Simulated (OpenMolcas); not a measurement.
## Excited-state calculation, with input and output: SiH₄O (part 1 of 2)

The run: excited-state calculation of SiH₄O, SMILES O[SiH3]. Method and program: MC-PDFT (tLSDA)/ANO-RCC-VDZP, DKH2 (OpenMolcas 26.06).

The geometry comes from this level: PBE0-D4/def2-TZVP.

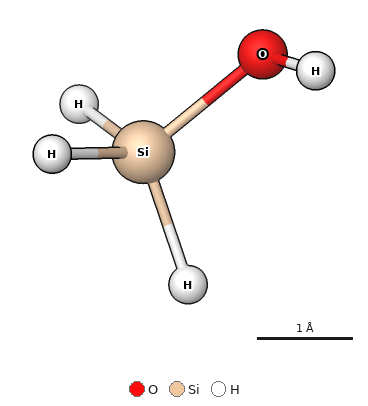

*The input geometry (ball-and-stick view, seen at a tilt).*

Bond lengths as drawn: H–O 0.96 Å, H–Si 1.48 to 1.49 Å and O–Si 1.65 Å.

Summary:

| quantity | value |
| --- | --- |
| outcome | converged |
| total energy | −366.575451 hartree |
| basis functions | 52 |
| dipole moment | 1.87 debye |
| hardware | 1 thread of AMD EPYC (Zen 3), 128 GiB of memory available, shared host |
| wall time | 14 s |
| peak memory | 0.39 GiB |

Input:
```
&GATEWAY
 Coord
 6
 angstrom
 O        0.636700      -1.030300       0.419000
 Si      -0.035700       0.346500      -0.187000
 H        0.069100      -1.629200       0.904700
 H       -1.128300       0.045700      -1.152800
 H        1.060500       1.064900      -0.875600
 H       -0.602300       1.202400       0.891700
 Basis
 ANO-RCC-VDZP
 Group
 NoSym

&SEWARD
 GridInput
 Grid=UltraFine
 End of Grid

&RASSCF
 FileOrb
 $CurrDir/step2.RasOrb
 Spin
 1
 Nactel
 4 0 0
 Inactive
 11
 Ras2
 4
 CIRoot
 2 2 1
 OrbListing
 NoCore
 OrbAppear
 Compact

&MCPDFT
 KSDFT
 T:LSDA
```

Run as:
```bash
export MOLCAS_MEM=1860
pymolcas step10.inp > step10.log
```

Output:
```
--- Start Module: gateway ---

                                              &GATEWAY

                       available to each process: 1.9 GB of memory, 1 thread

++    Symmetry information:
      ---------------------

                    Character Table for C1

                             E
                    a        1  x, y, xy, Rz, z, xz, Ry, yz, Rx, I
--

++    Basis set information:
      ----------------------

      Basis set label: O.ANO-RCC...3S2P1D.

      Electronic valence basis set:
      ------------------
      Associated Effective Charge   8.000000 au
      Associated Actual Charge      8.000000 au
      Nuclear Model: Point charge

      Shell  nPrim  nBasis  Cartesian Spherical Contaminant
         s      14       3        X
         p       9       2        X
         d       4       1                 X

      Basis set label: SI.ANO-RCC...4S3P1D.

      Electronic valence basis set:
      ------------------
      Associated Effective Charge  14.000000 au
      Associated Actual Charge     14.000000 au
      Nuclear Model: Point charge

      Shell  nPrim  nBasis  Cartesian Spherical Contaminant
         s      17       4        X
         p      12       3        X
         d       5       1                 X

      Basis set label: H.ANO-RCC...2S1P.

      Electronic valence basis set:
      ------------------
      Associated Effective Charge   1.000000 au
      Associated Actual Charge      1.000000 au
      Nuclear Model: Point charge

      Shell  nPrim  nBasis  Cartesian Spherical Contaminant
         s       8       2        X
         p       4       1        X
--

++    Molecular structure info:
      -------------------------

                    ************************************************
                    **** Cartesian Coordinates / bohr, angstrom ****
                    ************************************************

     Center  Label                x              y              z                     x              y              z
        1      O1               1.203189      -1.946985       0.791795              0.636700      -1.030300       0.419000
        2      SI2             -0.067463       0.654790      -0.353379             -0.035700       0.346500      -0.187000
        3      H3               0.130580      -3.078742       1.709635              0.069100      -1.629200       0.904700
        4      H4              -2.132178       0.086360      -2.178476             -1.128300       0.045700      -1.152800
        5      H5               2.004055       2.012369      -1.654644              1.060500       1.064900      -0.875600
        6      H6              -1.138182       2.272207       1.685069             -0.602300       1.202400       0.891700

                    ***************************************
                    *    InterNuclear Distances / bohr    *
                    ***************************************

               1 O1            2 SI2           3 H3            4 H4            5 H5            6 H6
    1 O1       0.000000
    2 SI2      3.113714        0.000000
    3 H3       1.809363        4.270188        0.000000
    4 H4       4.907308        2.813741        5.500487        0.000000
    5 H5       4.722599        2.797767        6.383392        4.592639        0.000000
    6 H6       4.907294        2.813849        5.499365        4.548948        4.592913        0.000000

                    *******************************************
                    *    InterNuclear Distances / angstrom    *
                    *******************************************

               1 O1            2 SI2           3 H3            4 H4            5 H5            6 H6
    1 O1       0.000000
    2 SI2      1.647706        0.000000
    3 H3       0.957473        2.259686        0.000000
    4 H4       2.596836        1.488968        2.910732        0.000000
    5 H5       2.499092        1.480514        3.377946        2.430320        0.000000
    6 H6       2.596828        1.489025        2.910138        2.407200        2.430465        0.000000

                    **************************************
                    *    Valence Bond Angles / degree    *
                    **************************************
                          Atom centers                 Phi
                      4 H4       2 SI2      5 H5       109.86
                      4 H4       2 SI2      6 H6       107.87
                      5 H5       2 SI2      6 H6       109.86
--

            Nuclear Potential Energy             64.75489176 au

--- Stop Module: gateway /rc=_RC_ALL_IS_WELL_ ---

--- Start Module: seward ---

                                              &SEWARD

                       available to each process: 1.9 GB of memory, 1 thread

               SEWARD will generate:
                  Multipole Moment integrals up to order  2
                  Kinetic Energy integrals
                  Nuclear Attraction integrals (point charge)
                  One-Electron Hamiltonian integrals
                  Velocity integrals
                  Relativistic Douglas-Kroll-Hess integrals:
                    - Parametrization         : EXP
                    - DKH order of Hamiltonian: 2
                    - DKH order of Properties : 0
                         - multipole moment operators
                         - electric potential operators
                         - contact operators
                  Orbital angular momentum around (  0.3377  -0.2400   0.0487 )
                  Velocity quadrupole around (  0.3377  -0.2400   0.0487 )
                  Atomic mean-field integrals
                  Two-Electron Repulsion integrals

                   Integrals are discarded if absolute value <: 1.00E-14
                   Integral cutoff threshold is set to       <: 1.00E-16

            Nuclear Potential Energy             64.75489176 au

      Basis set specifications :
      Symmetry species         a
      Basis functions           52

--- Stop Module: seward /rc=_RC_ALL_IS_WELL_ ---
--- Module seward spent 6 seconds ---

--- Start Module: rasscf ---

                                              &RASSCF

                       available to each process: 1.9 GB of memory, 1 thread

      Header of the ONEINT file:
      --------------------------

      OrdInt status: non-squared

      Cartesian coordinates in angstrom:
      -----------------------------------------------------
      No.  Label        X            Y            Z
      -----------------------------------------------------
       1   O1         0.63670000  -1.03030000   0.41900000
       2   SI2       -0.03570000   0.34650000  -0.18700000
       3   H3         0.06910000  -1.62920000   0.90470000
       4   H4        -1.12830000   0.04570000  -1.15280000
       5   H5         1.06050000   1.06490000  -0.87560000
       6   H6        -0.60230000   1.20240000   0.89170000
      -----------------------------------------------------
      Nuclear repulsion energy =   64.75489176

++    Wave function specifications:
      -----------------------------

      Number of closed shell electrons          22
      Number of electrons in active shells       4
      Max number of holes in RAS1 space          0
      Max nr of electrons in RAS3 space          0
      Number of inactive orbitals               11
      Number of active orbitals                  4
      Number of secondary orbitals              37
      Spin quantum number                      0.0
      State symmetry                             1
--

++    Orbital specifications:
      -----------------------

      Symmetry species                           1
                                                 a
      Frozen orbitals                            0
      Inactive orbitals                         11
      Active orbitals                            4
      RAS1 orbitals                              0
      RAS2 orbitals                              4
      RAS3 orbitals                              0
      Secondary orbitals                        37
      Deleted orbitals                           0
      Number of basis functions                 52
--

++    CI expansion specifications:
      ----------------------------

      Number of CSFs                            20
      Number of spin combinations               21
      Number of determinants                    36
      Number of root(s) required                 2
      Root chosen for geometry opt.              2
      CI roots used                              1     2
      weights                                0.500 0.500
      highest root included in the CI            2
      max. size of the explicit Hamiltonian     20
--

++    Optimization specifications:
      ----------------------------

      RASSCF algorithm: Conventional
      Maximum number of macro iterations       200
      Maximum number of SX iterations          100
      Threshold for RASSCF energy            1.000E-08
      Threshold for max MO rotation          1.000E-01
      Threshold for max BLB element          1.000E-04
      Level shift parameter                  5.000E-01
      Make Quasi-Newton update
--

      The MO-coefficients are taken from the file:
      step2.RasOrb
      Title: RASSCF average (pseudo-natural) orbitals

      Total molecular charge    0.00

      ************************************************************************************************************************
      *                                            Wave function control section                                             *
      ************************************************************************************************************************

                                         RASSCF iterations: Energy and convergence statistics
                                         ----------------------------------------------------

          iter iter root      energy       change     param      element    value   shift minimum  type update hh:mm:ss
 Nr of preliminary CI iterations:   1
        1   1    4    0  -366.71290580    0.00E+00  -3.01E-05   14  17 1 -3.26E-06   0.19   0.00    SX    NO    0:00:00
        2   1    3    0  -366.71290581   -4.83E-10  -1.47E-05   14  17 1 -2.82E-06   0.19   0.00    SX    NO    0:00:00
        3   1    3    0  -366.71290581   -1.85E-10  -1.03E-05   14  17 1 -2.42E-06   0.19   0.00    SX    NO    0:00:00
        4   1    3    0  -366.71290581   -9.46E-11  -7.56E-06   14  17 1 -2.10E-06   0.19   0.00    SX    NO    0:00:00
      Convergence after  4 iterations
        5   1    3    0  -366.71290581   -5.70E-11  -7.56E-06   14  17 1 -1.82E-06   0.19   0.00    SX    NO    0:00:00

      ************************************************************************************************************************
                                                      Wave function printout:
                       occupation of active orbitals, and spin coupling of open shells (u,d: Spin up or down)
      ************************************************************************************************************************

      Note: transformation to natural orbitals
      has been made, which may change the order of the CSFs.

      printout of CI-coefficients larger than  0.05 for root  1
      energy=    -366.851046
      conf/sym  1111     Coeff  Weight
             1  2200  -0.99524 0.99051
            14  0202   0.07827 0.00613

      printout of CI-coefficients larger than  0.05 for root  2
      energy=    -366.574766
      conf/sym  1111     Coeff  Weight
             2  2ud0   0.99175 0.98357
            10  udud   0.05689 0.00324
            19  0ud2  -0.08672 0.00752

      Natural orbitals and occupation numbers for root  1
      sym 1:   1.982788   1.999539   0.000211   0.017462

      Natural orbitals and occupation numbers for root  2
      sym 1:   1.975883   0.995421   1.005653   0.023043

      ************************************************************************************************************************
      *                                                    Final results                                                     *
      ************************************************************************************************************************

++    Final optimization conditions:
      ------------------------------

      Average CI energy                            -366.71290581
      RASSCF energy for state  2                   -366.57476563
      Super-CI energy                                -0.00000000
      RASSCF energy change                           -0.00000000
      Max change in MO coefficients               1.149E-05
      Max non-diagonal density matrix element    -7.556E-06
      Maximum BLB matrix element                 -1.815E-06
      (orbital pair  14,  17 in symmetry   1)
      Norm of electronic gradient            2.492E-01
--

      Final state energy(ies):
      ------------------------

::    RASSCF root number  1 Total energy:   -366.85104598
::    RASSCF root number  2 Total energy:   -366.57476563

++    Molecular orbitals:
      -------------------

      Pseudonatural active orbitals and approximate occupation numbers

      MOLECULAR ORBITALS FOR SYMMETRY SPECIES 1: a

      INDEX  ENERGY  OCCUPATION COEFFICIENTS ...
          1  -68.9893    2.0000
                15 SI2    1s     ( 1.0000)
          2  -20.6643    2.0000
                 1 O1     1s     ( 1.0001)
          3   -6.2005    2.0000
                16 SI2    2s     ( 0.9990)
          4   -4.2803    2.0000
                19 SI2    2px    (-0.4462)  22 SI2    2py    ( 0.8070)  25 SI2    2pz    (-0.3862)
          5   -4.2783    2.0000
                19 SI2    2px    ( 0.3803)  22 SI2    2py    ( 0.5617)  25 SI2    2pz    ( 0.7341)
          6   -4.2781    2.0000
                19 SI2    2px    ( 0.8095)  22 SI2    2py    ( 0.1807)  25 SI2    2pz    (-0.5578)
          7   -1.4229    2.0000
                 2 O1     2s     ( 0.8097)  33 H3     1s     ( 0.2376)
          8   -0.8168    2.0000
                 4 O1     2px    ( 0.1127)   6 O1     2py    ( 0.5519)   8 O1     2pz    (-0.2880)  17 SI2    3s     ( 0.2490)
                20 SI2    3px    ( 0.1220)  33 H3     1s     (-0.3802)  43 H5     1s     ( 0.1460)  48 H6     1s     ( 0.1040)
```
